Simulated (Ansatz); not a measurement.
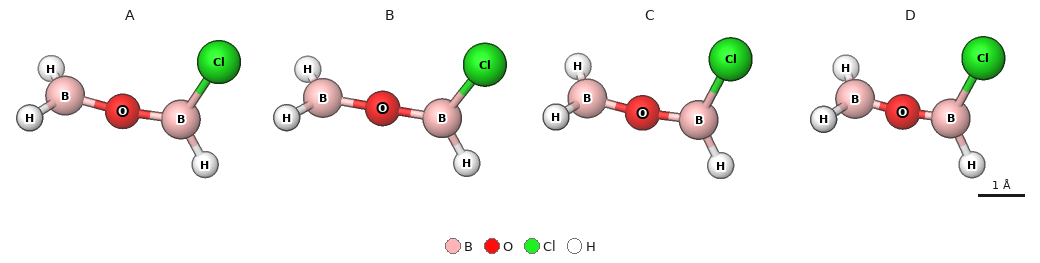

4 geometries from one relaxation of B2H3OCl, in shuffled order. Style: ball-and-stick. Shown at a tilt.

It is one of the separated reactants of a reaction.

Method: RKS PBE-D4/def2-SVP in Ansatz. (force threshold 0.03 eV/Å; at most 250 steps)

> Put them in the order of the run, from the start to the converged end.

D, C, A, B. They are steps 0, 1, 2, 5, at +137.0 kcal/mol, +14.6 kcal/mol, +2.75 kcal/mol relative to the last. The largest move after the best rigid fit is that of the Cl atom, 0.49 Å. By element the largest moves are Cl 0.49 Å, H 0.40 Å, B 0.28 Å, O 0.09 Å. Near-neighbour distances that change, for instance: B–B 2.158 → 2.685 Å, B–O 1.073 → 1.339 Å, B–O 1.091 → 1.346 Å, B–Cl 1.785 → 1.767 Å. Bond angles that change, for instance: Cl–B–H 132.5° → 119.9°, H–B–H 135.7° → 123.4°, B–O–B 171.3° → 179.2°. After 5 geometry steps the energy has fallen by 137.0 kcal/mol. Largest force component: 23 eV/Å at the start, 0.025 eV/Å at the end. The run took 6 s on 2 threads of Arm Neoverse V2 (shared host).
